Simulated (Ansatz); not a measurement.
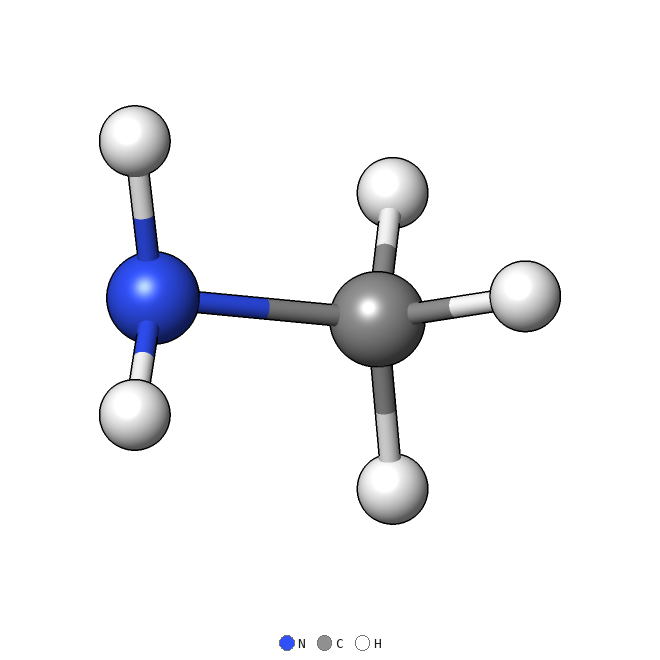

Sticks follow a distance rule. Harmonic vibrations computed with RKS PBE0-D4/def2-TZVP (Ansatz 0.2.0) at a stationary point of the same level.

**Is this a minimum or a saddle point?**

A minimum: no imaginary frequency, and the lowest mode lies at 306 cm⁻¹.

**How many vibrational modes are there, and where do they lie?**

15 modes: 306, 832, 975, 1090, 1169, 1347, 1452, 1490, 1512, 1664, 2987, 3081, 3120, 3532, 3612 cm⁻¹.
